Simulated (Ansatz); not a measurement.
# Be2Ge (model cell, started as antifluorite): following an unstable mode, part 2 of 3

Aim: this structure of Be2Ge (model cell, started as antifluorite) is to be tested for unstable modes, and one is followed downhill.

Ansatz 0.2.0; DFT PBEsol, scalar-relativistic, plane waves, PAW.

So far, highest frequency on the path or at a solved wavevector (cm⁻¹): step 2 (response at finite wavevector) 533. Also lowest frequency on the path (cm⁻¹): step 2 -74.5.

The structure was built from a prototype and need not be the compound's stable phase.

### 5. Energy along the mode, all amplitudes (two of the runs are shown above)

An imaginary frequency means negative curvature, so the energy should fall and then rise again as anharmonic terms take over.

This step gave:

* depth at the lowest point sampled: 1.963 meV/atom
* largest atomic shift at that point: 0.14 Å

The energy from the parent by largest atomic shift:

```
largest atomic shift (Å)  energy from the parent (meV/atom)
                  0.0000                                  0
                  0.0400                             -0.446
                  0.0800                              -1.47
                  0.1400                              -1.96
                  0.2200                               5.49
```

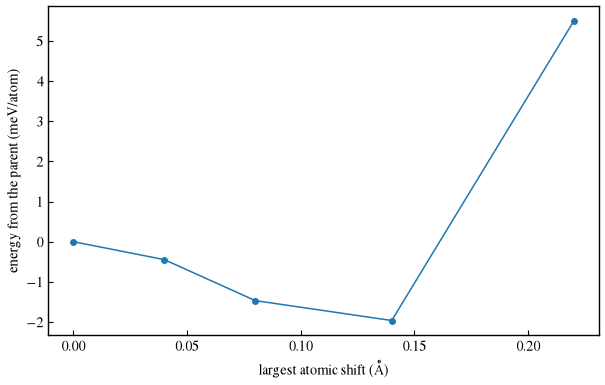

Energy from the parent against largest atomic shift.

Displacement at unit largest shift by atom:

| atom | x (Å) | y (Å) | z (Å) | size |
| --- | --- | --- | --- | --- |
| Ge1 | 0.00 | -0.88 | -0.25 | 0.91 |
| Ge2 | 0.00 | 0.88 | 0.25 | 0.91 |
| Be3 | 0.00 | -0.27 | -0.96 | 1.00 |
| Be4 | 0.00 | 0.27 | 0.96 | 1.00 |
| Be5 | 0.00 | -0.27 | -0.96 | 1.00 |
| Be6 | 0.00 | 0.27 | 0.96 | 1.00 |

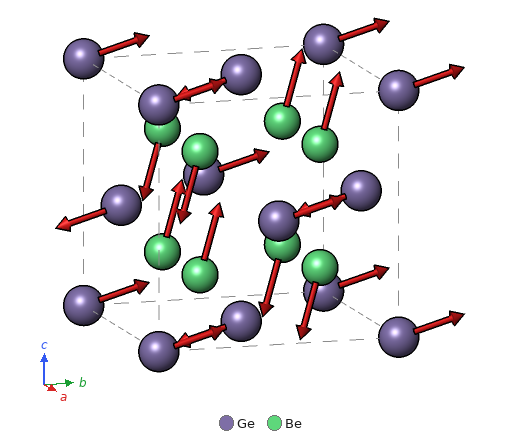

Displacement at unit largest shift as arrows, the longest 1.00 Å. Some periodic images of atoms are drawn too.

The lowest of the steps tried is at 0.14 Å, 1.96 meV/atom below the parent; the bottom of the well need not coincide with a step.

### 6. Relaxing from the distorted cell

Starting from the lowest point found, all atoms and the cell are let go, so that strain and other modes of the same symmetry can join in.

The input, input.yaml:

```yaml
crystal:
  lattice:
    - [0.0, -2.6658020919, -2.6658020919]
    - [0.0, 2.6658020919, -2.6658020919]
    - [5.3316041838, 0.0, 0.0]
  atoms:
    - { symbol: Ge, position: [0.5295557663, 0.4835462793, 0.5] }
    - { symbol: Ge, position: [-0.0295557663, 0.0164537207, 0.0] }
    - { symbol: Be, position: [0.0324461696, 0.5180628107, 0.75] }
    - { symbol: Be, position: [0.4675538304, -0.0180628107, 0.25] }
    - { symbol: Be, position: [0.0324461696, 0.5180628107, 0.25] }
    - { symbol: Be, position: [0.4675538304, -0.0180628107, 0.75] }
kpoints:
  mp_grid: { grid: [8, 8, 6] }
hamiltonian:
  xc: pbesol
scf:
  occupations: { method: methfessel_paxton, width: 0.15 }
output:
  forces: true
  stress: true
  eigenvalues: true
relax:
  adjacent_minimum: "off"
  f_tol: 0.002
  max_steps: 120
  cell: { stress_tol: 0.03 }
```

Run with:

```bash
$ ansatz run input.yaml --threads 4 --pin off --max-ram 7168MiB --backend cpu --events-out ev --progress --plain --runs-dir out
```

Numbers of over 12 decimals in the logs are rounded to 6 here.

Output:

```text
[...]
Crystal: 6 atoms, lattice volume = 75.778 Å³
Basis set: ecut = 420 eV, 1465 PW (Γ), exchange–correlation on 54×54×72 points (8 copies of the dense FFT grid, shifted against one another)
Bands: 24, of which v1, the nominal top of the filled ones, is band 18 counted from 1 (17 counted from 0)
Symmetry: 4 space group operations
[...]
k-points: 136 of 384
[...]
SCF iter   1: F=—  HF=-8867.094777 eV  |F-HF|=—  |Δ(HF+E_count)|=         —  Δρ=2.57e-3  dr2=6.72e-3  ethr=1.77e-3  ⟨swp⟩=6.1  Hψ=15290  notcnv=0
[...]
SCF iter   7: F=-8867.092663 eV  HF=-8867.092663 eV  |F-HF|=1.31e-7  |Δ(HF+E_count)|=   1.56e-8  S|Δr|=    0.00e0  Δρ=1.39e-5  dr2=9.03e-8  ethr=2.78e-10  ⟨swp⟩=7.1  Hψ=12637  notcnv=0
SCF 1 converged in 7 iterations: F = -8867.092663 eV  dr2 = 9.03e-8
[...]
relax step   1: F+E_penalty+E_count = -8867.09266267 eV  Δ(F+E_penalty+E_count) = +0.000e0 eV  max|allowed force component| = 6.514e-2 eV/Å  Δτ_max = 0.0000 Å  P = -0.185 GPa  Ω = 75.778 Å³  (7 SCF iters, dr2 threshold 1.00e-7 eV, accepted)
Crystal: 6 atoms, lattice volume = 75.553 Å³
Basis set: ecut = 420 eV, 1479 PW (Γ), exchange–correlation on 54×54×72 points (8 copies of the dense FFT grid, shifted against one another)
[...]
SCF iter   5: F=-8867.106376 eV  HF=-8867.106377 eV  |F-HF|=3.78e-8  |Δ(HF+E_count)|=   1.10e-7  S|Δr|=    0.00e0  Δρ=1.29e-5  dr2=1.71e-7  ethr=1.67e-9  ⟨swp⟩=4.3  Hψ=10641  notcnv=0
SCF 2 converged in 5 iterations: F = -8867.106376 eV  dr2 = 1.71e-7
relax step   2: F+E_penalty+E_count = -8867.10637648 eV  Δ(F+E_penalty+E_count) = -1.371e-2 eV  max|allowed force component| = 5.786e-2 eV/Å  Δτ_max = 0.0074 Å  P = -0.040 GPa  Ω = 75.553 Å³  energy of the carried Pulay correction = +2.979e-5 eV  (5 SCF iters, dr2 threshold 6.00e-7 eV, accepted)
Crystal: 6 atoms, lattice volume = 75.441 Å³
Basis set: ecut = 420 eV, 1485 PW (Γ), exchange–correlation on 54×54×72 points (8 copies of the dense FFT grid, shifted against one another)
[...]
SCF iter   5: F=-8867.108633 eV  HF=-8867.108633 eV  |F-HF|=1.81e-8  |Δ(HF+E_count)|=   1.07e-7  S|Δr|=    0.00e0  Δρ=1.06e-5  dr2=6.92e-8  ethr=9.23e-10  ⟨swp⟩=4.0  Hψ=9857  notcnv=0
SCF 3 converged in 5 iterations: F = -8867.108633 eV  dr2 = 6.92e-8
relax step   3: F+E_penalty+E_count = -8867.10863282 eV  Δ(F+E_penalty+E_count) = -2.256e-3 eV  max|allowed force component| = 2.799e-2 eV/Å  Δτ_max = 0.0109 Å  P = +0.026 GPa  Ω = 75.441 Å³  energy of the carried Pulay correction = +4.471e-5 eV  (5 SCF iters, dr2 threshold 3.32e-7 eV, accepted)
[... from here on, the SCF cycles and remarks between the steps are left out ...]
relax step   4: F+E_penalty+E_count = -8867.11089604 eV  Δ(F+E_penalty+E_count) = -2.263e-3 eV  max|allowed force component| = 3.166e-2 eV/Å  Δτ_max = 0.0217 Å  P = +0.042 GPa  Ω = 75.329 Å³  energy of the carried Pulay correction = +5.955e-5 eV  (6 SCF iters, dr2 threshold 4.90e-8 eV, accepted)
relax step   5: F+E_penalty+E_count = -8867.11365193 eV  Δ(F+E_penalty+E_count) = -2.756e-3 eV  max|allowed force component| = 3.041e-2 eV/Å  Δτ_max = 0.0349 Å  P = -0.018 GPa  Ω = 75.233 Å³  energy of the carried Pulay correction = +7.233e-5 eV  (6 SCF iters, dr2 threshold 6.58e-8 eV, accepted)
relax step   6: F+E_penalty+E_count = -8867.08664635 eV  Δ(F+E_penalty+E_count) = +2.701e-2 eV  max|allowed force component| = 1.839e-1 eV/Å  Δτ_max = 0.1383 Å  P = -0.581 GPa  Ω = 74.751 Å³  energy of the carried Pulay correction = +1.367e-4 eV  (7 SCF iters, dr2 threshold 7.29e-8 eV, rejected (line search))
relax step   7: F+E_penalty+E_count = -8867.12490981 eV  Δ(F+E_penalty+E_count) = -1.126e-2 eV  max|allowed force component| = 4.936e-2 eV/Å  Δτ_max = 0.0692 Å  P = -0.062 GPa  Ω = 75.107 Å³  energy of the carried Pulay correction = +8.915e-5 eV  (10 SCF iters, accepted)
relax step   8: F+E_penalty+E_count = -8867.08358794 eV  Δ(F+E_penalty+E_count) = +4.132e-2 eV  max|allowed force component| = 2.783e-1 eV/Å  Δτ_max = 0.0972 Å  P = -0.010 GPa  Ω = 74.721 Å³  energy of the carried Pulay correction = +1.408e-4 eV  (7 SCF iters, dr2 threshold 6.00e-7 eV, rejected (line search))
relax step   9: F+E_penalty+E_count = -8867.12633286 eV  Δ(F+E_penalty+E_count) = -1.423e-3 eV  max|allowed force component| = 1.586e-2 eV/Å  Δτ_max = 0.0164 Å  P = +0.000 GPa  Ω = 74.954 Å³  energy of the carried Pulay correction = +1.096e-4 eV  (9 SCF iters, accepted)
relax step  10: F+E_penalty+E_count = -8867.12704771 eV  Δ(F+E_penalty+E_count) = -7.149e-4 eV  max|allowed force component| = 4.871e-3 eV/Å  Δτ_max = 0.0063 Å  P = +0.047 GPa  Ω = 74.951 Å³  energy of the carried Pulay correction = +1.099e-4 eV  (4 SCF iters, dr2 threshold 6.00e-7 eV, accepted)
relax step  11: F+E_penalty+E_count = -8867.12714455 eV  Δ(F+E_penalty+E_count) = -9.684e-5 eV  max|allowed force component| = 1.605e-3 eV/Å  Δτ_max = 0.0031 Å  P = -0.010 GPa  Ω = 74.967 Å³  energy of the carried Pulay correction = +1.078e-4 eV  (4 SCF iters, dr2 threshold 9.53e-8 eV, accepted)
relax step  12: F+E_penalty+E_count = -8867.12715277 eV  Δ(F+E_penalty+E_count) = -8.217e-6 eV  max|allowed force component| = 3.822e-4 eV/Å  Δτ_max = 0.0010 Å  P = -0.000 GPa  Ω = 74.968 Å³  energy of the carried Pulay correction = +1.076e-4 eV  (5 SCF iters, dr2 threshold 4.74e-9 eV, accepted)
[...]
SCF iter   6: F=-8867.127159 eV  HF=-8867.127159 eV  |F-HF|=1.82e-12  |Δ(HF+E_count)|=  1.46e-11  S|Δr|=    0.00e0  Δρ=3.54e-8  dr2=8.99e-13  ethr=1.00e-12  ⟨swp⟩=5.0  Hψ=12249  notcnv=0
SCF 13 converged in 6 iterations: F = -8867.127159 eV  dr2 = 8.99e-13
relax step  13: F+E_penalty+E_count = -8867.12715863 eV  Δ(F+E_penalty+E_count) = -5.860e-6 eV  max|allowed force component| = 3.392e-4 eV/Å  Δτ_max = 0.0000 Å  P = +0.004 GPa  Ω = 74.968 Å³  stress off target by 1.54e-2 GPa  SCF on the basis re-selected at this cell (its energy is not comparable with the rows above)  (6 SCF iters)
basis re-selected at this cell: Δ(F+E_penalty+E_count) = -5.860e-6 eV, ΔP = +0.004 GPa vs the last step (what re-selecting the basis moved, of the pressure what is left beyond the Pulay correction that the steps carried, after the strain that the cell walked since its last selection, with what the two solves' SCF thresholds leave and, on support functions, any second-order correction that the steps lacked; it is no m [...]
SCF converged after 6 iterations
[...]
Free energy (F): -8867.127159 eV
[...]
Internal energy: -8867.127778 eV  (E = F + TS)
E sigma→0 (E₀):  -8867.127314 eV
Entropy (-TS):   0.000620 eV (0.103 meV/atom)
Fermi energy:    8.996098 eV
[...]
--- Forces (eV/Å), atoms counted from 1 ---
  atom   1  Ge     0.00000000    -0.00033919    -0.00013891
  atom   2  Ge     0.00000000     0.00033919     0.00013891
  atom   3  Be     0.00001081     0.00022963     0.00028197
  atom   4  Be     0.00001081    -0.00022963    -0.00028197
  atom   5  Be    -0.00001081     0.00022963     0.00028197
  atom   6  Be    -0.00001081    -0.00022963    -0.00028197
  max |Σ_I F_I| component: 0.00e0 eV/Å
--- Stress (GPa, compression-positive) ---
       -0.000376       0.000000       0.000000
        0.000000       0.004853       0.009219
        0.000000       0.009219       0.007306
  P = ⅓ Tr σ = 0.0039 GPa (0.039 kbar)
--- Band table (eV; the first three rows and the last of 136) ---
  k-point 0: bands = [... 14 lower, 5.0029, 7.5679, 8.9971, 9.8999, 10.0580, 10.1027, 10.2236, 10.2437, ... 2 higher]
  k-point 1: bands = [... 14 lower, 5.1571, 7.5670, 8.6808, 8.8085, 9.2671, 9.4403, 9.8882, 11.6631, ... 2 higher]
  k-point 2: bands = [... 14 lower, 5.6166, 7.0200, 7.4047, 7.9444, 8.6735, 9.5263, 9.8268, 12.5236, ... 2 higher]
  k-point 135: bands = [... 14 lower, 3.3554, 3.3554, 4.0279, 4.0279, 13.1610, 13.1610, 13.3532, 13.3532, ... 2 higher]
--- Relaxed structure (12 steps of the walk, 10 accepted, 1 SCFs on fresh bases) ---
  F+E_penalty+E_count = -8867.12715863 eV   max|allowed force component| = 3.392e-4 eV/Å   (the final SCF, on the basis selected at the relaxed cell)
  cell:  # Å, volume = 74.9684 Å³
    - [0.0, -2.751914, -2.751845]
    - [0.0, 2.668182, -2.668113]
    - [5.105154, 0.0, 0.0]
  atoms:
    - { symbol: Ge, position: [0.556123, 0.500015, 0.5] }
    - { symbol: Ge, position: [-0.056123, -1.5011473433534234e-5, 0] }
    - { symbol: Be, position: [0.061573, 0.499991, 0.749386] }
    - { symbol: Be, position: [0.438427, 9.151553390263079e-6, 0.249386] }
    - { symbol: Be, position: [0.061573, 0.499991, 0.250614] }
    - { symbol: Be, position: [0.438427, 9.151553390263079e-6, 0.750614] }
```

It took 56 s on 4 threads of Intel Xeon 6975P-C (Granite Rapids), shared host; peak memory 0.58 GiB; 3.4 min of CPU time.

Step by step:

```
step  energy less that of the first step (eV)  largest force component (eV/Å)  pressure (GPa)  volume (Å³)
   1                                   0.0000                          0.0651           -0.18        75.78
   2                                  -0.0137                          0.0579           -0.04        75.55
   3                                  -0.0160                          0.0280            0.03        75.44
   4                                  -0.0182                          0.0317            0.04        75.33
   5                                  -0.0210                          0.0304           -0.02        75.23
   6                                   0.0060                          0.1839           -0.58        74.75
   7                                  -0.0322                          0.0494           -0.06        75.11
   8                                   0.0091                          0.2783           -0.01        74.72
   9                                  -0.0337                          0.0159            0.00        74.95
  10                                  -0.0344                          0.0049            0.05        74.95
  11                                  -0.0345                          0.0016           -0.01        74.97
  12                                  -0.0345                          0.0004            0.00        74.97
 13*                                  -0.0345                          0.0003            0.00        74.97
```

Relaxation steps marked * repeat the geometry before them on a plane-wave basis chosen anew for their cell, so energy and pressure can jump there. Relaxation steps 6, 8 were tried and not accepted.

The run keeps the 4 symmetry operations that it works with, so distortions that break them were not tested.

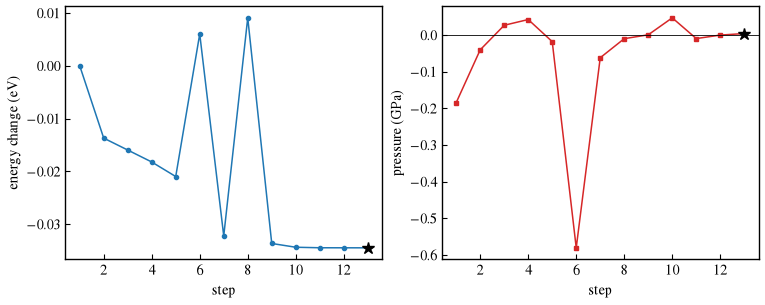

Energy and pressure along the relaxation. Stars mark steps on a basis chosen anew.

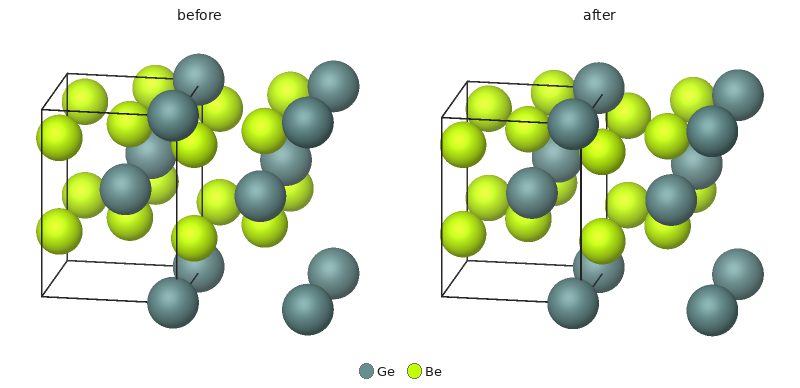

Before and after, at one scale.

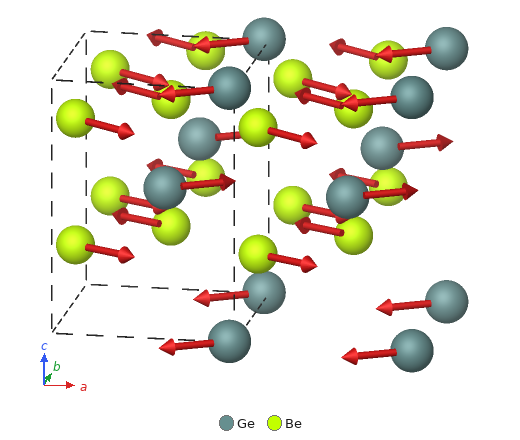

Displacements in the relaxation, exaggerated, measured against the changing cell; the longest in the cell stands for 0.13 Å. 2×2×1 cells are drawn. Some periodic images of atoms are drawn too.

```csv
cell as run,before,after,change
a (Å),3.770,3.892,+3.2 %
b (Å),3.770,3.773,+0.1 %
c (Å),5.332,5.105,-4.2 %
volume (Å³/atom),12.63,12.49,-1.1 %
```

The atoms that moved most (Å, as changes of fractional coordinates times the final cell):

| atom | dx | dy | dz | length |
| --- | --- | --- | --- | --- |
| Be4 | -0.003 | 0.128 | 0.032 | 0.132 |
| Be5 | 0.003 | -0.128 | -0.032 | 0.132 |
| Be3 | -0.003 | -0.128 | -0.032 | 0.132 |
| Be6 | 0.003 | 0.128 | 0.032 | 0.132 |
| Ge1 | 0.000 | -0.029 | -0.117 | 0.121 |
| Ge2 | 0.000 | 0.029 | 0.117 | 0.121 |

Final coordinates:

```cif
data_structure
_symmetry_space_group_name_H-M 'P 1'
_symmetry_Int_Tables_number 1
_cell_length_a 3.8917
_cell_length_b 3.7733
_cell_length_c 5.1052
_cell_angle_alpha 90.000
_cell_angle_beta 90.000
_cell_angle_gamma 90.001
_cell_volume 74.97
loop_
_atom_site_label
_atom_site_type_symbol
_atom_site_fract_x
_atom_site_fract_y
_atom_site_fract_z
_atom_site_occupancy
Ge1 Ge 0.55612 0.50002 0.50000 1
Ge2 Ge 0.94388 0.99998 0.00000 1
Be3 Be 0.06157 0.49999 0.74939 1
Be4 Be 0.43843 0.00001 0.24939 1
Be5 Be 0.06157 0.49999 0.25061 1
Be6 Be 0.43843 0.00001 0.75061 1
```

Numbers from this step:

```yaml
pressure: 0.003928 GPa
volume_per_atom: 12.49 Å³
```

The distorted start has space group P2_1/m; the relaxation ends in Pmmn.

(Continued in part 3 of 3.)

[Logs are printed without paths, hosts, clocks, repeated set-up lines and the standing remarks that a program may print on its own settings, such as how far it seeks lower states.]

[Hosts, paths, dates, database ids (printed as entryN), source tags and the programs' standing remarks are cut or masked in the printed files.]
